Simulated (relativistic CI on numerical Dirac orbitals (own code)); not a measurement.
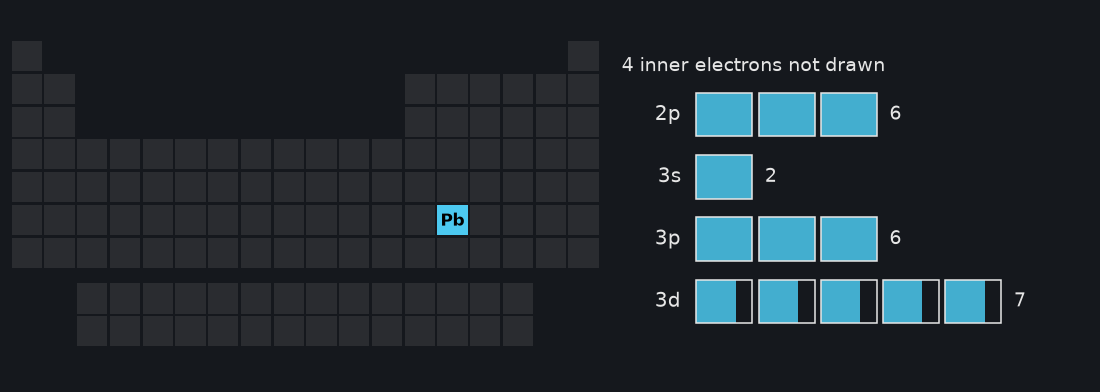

Figure 1. Left, the place of lead in the periodic table; right, the outer shells of the leading configuration of the lowest level: a box for each of the 2l + 1 orbitals, shaded by the share of the shell that is filled, with the electron count at the right.

Pb⁵⁷⁺: relativistic CI calculation

System: Pb⁵⁷⁺.
Method: Dirac-Coulomb-Breit CI, KLI orbitals optimised for each configuration, model QED (radiative potential, 1s self-energy scaled to tabulated hydrogen-like ionisation energies) (relativistic CI on numerical Dirac orbitals, in-house).

Input:
```
atom Pb  Z=82  charge=57  electrons=25
nucleus A=208  rms_radius_fm=5.5012
hamiltonian dirac-coulomb  breit=on  qed=on  c_scale=1
orbitals kli  potential=per-configuration
slater_scale 1
correlation none
mixing on
configurations
  [Ar] 3d7
  [Ne] 3s2 3p5 3d8
  [Ne] 3s2 3p4 3d9
  [Ne] 3s 3p6 3d8
  [Ne] 3p6 3d9
  [Ne] 3s 3p5 3d9
  [Ar] 3d6 4s
  [Ar] 3d6 4p
  [Ne] 3s2 3p4 3d8 4s
  [Ar] 3d6 4d
  [Ne] 3s2 3p4 3d8 4p
  [Ne] 3s2 3p5 3d7 4s
  [Ar] 3d6 4f
  [Ne] 3s2 3p4 3d8 4d
  [Ne] 3s 3p5 3d8 4s
  [Ne] 3s2 3p5 3d7 4p
  [Ne] 3s 3p5 3d8 4p
  [Ne] 3s2 3p5 3d7 4d
  [Ar] 3d5 4s2
  [Ne] 3s 3p5 3d8 4d
  [Ne] 3s 3p6 3d7 4s
  [Ne] 3p6 3d8 4s
  [Ar] 3d5 4s 4p
  [Ne] 3s2 3p5 3d7 4f
  [Ar] 3d6 5s
  [Ne] 3p6 3d8 4p
  [Ne] 3s 3p6 3d7 4p
  [Ar] 3d5 4p2
  [Ar] 3d6 5p
  [Ne] 3s2 3p5 3d6 4s2
  [Ne] 3p6 3d8 4d
  [Ar] 3d6 5d
  [Ar] 3d6 5f
  [Ne] 3s 3p6 3d6 4s2
  [Ne] 3s2 3p5 3d7 5s
  [Ar] 3d6 6s
end
```

The program writes its results to a structured record and prints no log; tables and figures of this report are taken from that record.

The lowest 30 levels:

| Configuration | Level | E (eV) | LS purity (%) | Landé g | Lifetime (s; – stable or not computed) |
| --- | --- | --- | --- | --- | --- |
| 3p⁶ 3d⁷ | [(3d₅/₂)³] J = 9/2 | 0 | 56 | 1.207 | – |
| 3p⁶ 3d⁷ | [(3d₅/₂)³] J = 3/2 | 14.96 | 49 | 1.201 | – |
| 3p⁶ 3d⁷ | [(3d₅/₂)³] J = 5/2 | 23.77 | 52 | 1.206 | 3.1×10⁻² |
| 3p⁶ 3d⁷ | [(3d₃/₂)³ (3d₅/₂)⁴] J = 7/2 | 109.1 | 83 | 1.167 | 5.7×10⁻⁸ |
| 3p⁶ 3d⁷ | [(3d₃/₂)³ (3d₅/₂)⁴] J = 9/2 | 116.5 | 38 | 1.108 | 1.0×10⁻⁷ |
| 3p⁶ 3d⁷ | [(3d₃/₂)³ (3d₅/₂)⁴] J = 3/2 | 120.9 | 37 | 1.029 | 6.3×10⁻⁸ |
| 3p⁶ 3d⁷ | [(3d₃/₂)³ (3d₅/₂)⁴] J = 5/2 | 123.6 | 56 | 1.367 | 1.1×10⁻⁷ |
| 3p⁶ 3d⁷ | [(3d₃/₂)³ (3d₅/₂)⁴] J = 1/2 | 124.7 | 51 | 1.638 | 8.6×10⁻⁸ |
| 3p⁶ 3d⁷ | ²H₁₁/₂ | 126.0 | 100 | 1.076 | 1.2×10⁻⁶ |
| 3p⁶ 3d⁷ | [(3d₃/₂)³ (3d₅/₂)⁴] J = 7/2 | 134.8 | 58 | 1.034 | 5.0×10⁻⁷ |
| 3p⁶ 3d⁷ | [(3d₃/₂)³ (3d₅/₂)⁴] J = 5/2 | 139.6 | 60 | 1.007 | 2.3×10⁻⁷ |
| 3p⁶ 3d⁷ | ²D₃/₂ | 161.3 | 89 | 0.807 | 1.7×10⁻⁷ |
| 3p⁶ 3d⁷ | [(3d₃/₂)² (3d₅/₂)⁵] J = 5/2 | 226.3 | 67 | 1.081 | 3.2×10⁻⁸ |
| 3p⁶ 3d⁷ | [(3d₃/₂)² (3d₅/₂)⁵] J = 3/2 | 231.4 | 38 | 1.134 | 3.8×10⁻⁸ |
| 3p⁶ 3d⁷ | [(3d₃/₂)² (3d₅/₂)⁵] J = 9/2 | 236.2 | 57 | 0.995 | 6.0×10⁻⁸ |
| 3p⁶ 3d⁷ | [(3d₃/₂)² (3d₅/₂)⁵] J = 1/2 | 237.8 | 51 | 1.672 | 5.0×10⁻⁸ |
| 3p⁶ 3d⁷ | [(3d₃/₂)² (3d₅/₂)⁵] J = 7/2 | 239.4 | 46 | 1.025 | 6.0×10⁻⁸ |
| 3p⁶ 3d⁷ | [(3d₃/₂)² (3d₅/₂)⁵] J = 5/2 | 268.7 | 66 | 1.154 | 4.9×10⁻⁸ |
| 3p⁶ 3d⁷ | [3d₃/₂] J = 3/2 | 350.8 | 50 | 0.823 | 2.4×10⁻⁸ |
| 3p⁵ 3d⁸ | ⁴G°₁₁/₂ | 503.8 | 89 | 1.238 | 6.2×10⁻¹² |
| 3p⁵ 3d⁸ | [(3p₃/₂)³ (3d₅/₂)⁴] J = 5/2 | 517.4 | 56 | 1.189 | 1.7×10⁻¹² |
| 3p⁵ 3d⁸ | [(3p₃/₂)³ (3d₅/₂)⁴] J = 7/2 | 518.9 | 54 | 1.223 | 3.0×10⁻¹² |
| 3p⁵ 3d⁸ | [(3p₃/₂)³ (3d₅/₂)⁴] J = 9/2 | 525.9 | 57 | 1.215 | 6.3×10⁻¹³ |
| 3p⁵ 3d⁸ | [(3p₃/₂)³ (3d₅/₂)⁴] J = 1/2 | 539.8 | 52 | 1.203 | 5.2×10⁻¹³ |
| 3p⁵ 3d⁸ | [(3p₃/₂)³ (3d₅/₂)⁴] J = 7/2 | 555.5 | 45 | 1.246 | 3.0×10⁻¹³ |
| 3p⁵ 3d⁸ | [(3p₃/₂)³ (3d₅/₂)⁴] J = 3/2 | 556.5 | 56 | 1.257 | 1.2×10⁻¹² |
| 3p⁵ 3d⁸ | [(3p₃/₂)³ (3d₅/₂)⁴] J = 5/2 | 558.6 | 56 | 1.175 | 5.4×10⁻¹³ |
| 3p⁵ 3d⁸ | [(3p₃/₂)³ (3d₅/₂)⁴] J = 3/2 | 568.4 | 43 | 1.266 | 3.2×10⁻¹³ |
| 3p⁵ 3d⁸ | [(3p₃/₂)³ (3d₃/₂)³ (3d₅/₂)⁵] J = 9/2 | 622.5 | 65 | 1.150 | 1.8×10⁻¹² |
| 3p⁵ 3d⁸ | [(3p₃/₂)³ (3d₃/₂)³ (3d₅/₂)⁵] J = 7/2 | 629.0 | 33 | 1.222 | 1.2×10⁻¹² |

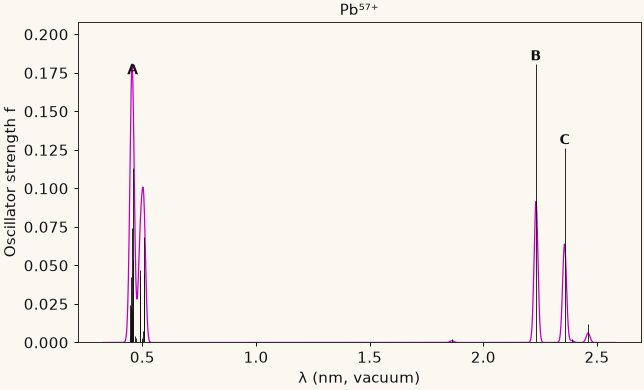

Figure 2. Absorption lines from the lowest level (oscillator strengths f) for Pb⁵⁷⁺. The envelope is a Gaussian of full width 0.02 nm, scaled to the tallest stick. A: 3s² 3p⁵ 3d⁷ 4s [(3p₃/₂)³ (3d₅/₂)³ 4s] J = 11/2 ← 3s² 3p⁶ 3d⁷ [(3d₅/₂)³] J = 9/2, 0.4577 nm, f = 0.11; B: 3s² 3p⁵ 3d⁸ [(3p₃/₂)³ (3d₅/₂)⁴] J = 7/2 ← 3s² 3p⁶ 3d⁷ [(3d₅/₂)³] J = 9/2, 2.232 nm, f = 0.18; C: 3s² 3p⁵ 3d⁸ [(3p₃/₂)³ (3d₅/₂)⁴] J = 9/2 ← 3s² 3p⁶ 3d⁷ [(3d₅/₂)³] J = 9/2, 2.357 nm, f = 0.13. The strongest, B, lies in the soft X-ray region.

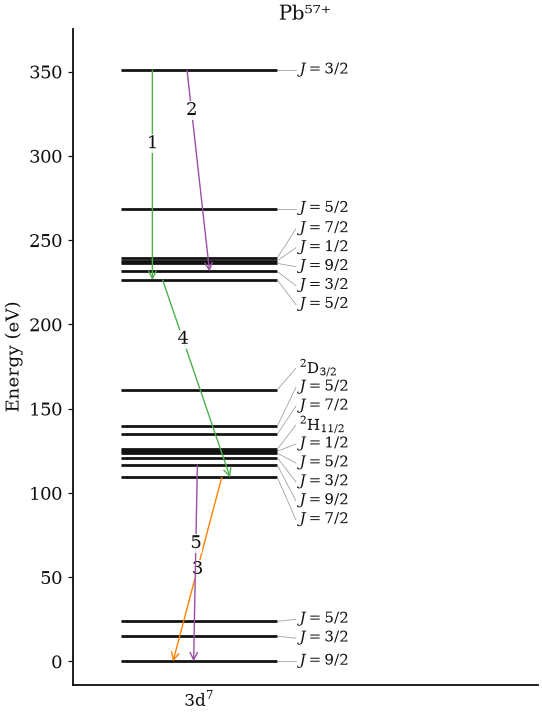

Figure 3. Levels of Pb⁵⁷⁺ with 5 numbered transitions. Rates are at computed energies.

| No. | Upper | Lower | Type | λ (vacuum) | A (s⁻¹) |
| --- | --- | --- | --- | --- | --- |
| 1 | 3d⁷ [3d₃/₂] J = 3/2 | 3d⁷ [(3d₃/₂)² (3d₅/₂)⁵] J = 5/2 | M1 | 9.958 nm | 2.6×10⁷ |
| 2 | 3d⁷ [3d₃/₂] J = 3/2 | 3d⁷ [(3d₃/₂)² (3d₅/₂)⁵] J = 3/2 | M1 | 10.38 nm | 1.3×10⁷ |
| 3 | 3d⁷ [(3d₃/₂)³ (3d₅/₂)⁴] J = 7/2 | 3d⁷ [(3d₅/₂)³] J = 9/2 | M1 | 11.36 nm | 1.6×10⁷ |
| 4 | 3d⁷ [(3d₃/₂)² (3d₅/₂)⁵] J = 5/2 | 3d⁷ [(3d₃/₂)³ (3d₅/₂)⁴] J = 7/2 | M1 | 10.58 nm | 2.6×10⁷ |
| 5 | 3d⁷ [(3d₃/₂)³ (3d₅/₂)⁴] J = 9/2 | 3d⁷ [(3d₅/₂)³] J = 9/2 | M1 | 10.65 nm | 9.7×10⁶ |

Line 4 has the largest rate; it falls in the extreme ultraviolet region.

Key numbers:

```
           quantity                                         value
            outcome                                     converged
       lowest level                3s² 3p⁶ 3d⁷ [(3d₅/₂)³] J = 9/2
first excited level  3s² 3p⁶ 3d⁷ [(3d₅/₂)³] J = 3/2, 120,700 cm⁻¹
  ionisation energy                                   5862.625 eV
    levels computed                                          9866
     SCF iterations                                           256
           hardware                     1 CPU thread, shared host
          wall time                                         8.3 s
```

Remarks:

To bear in mind: only a limited list of configurations is included, so lower levels can be missing; only lines among the lowest 400 of 9866 levels are drawn, so those from 3s² 3p⁶ 3d⁶ 4d and 3s² 3p⁵ 3d⁷ 4s are incomplete.
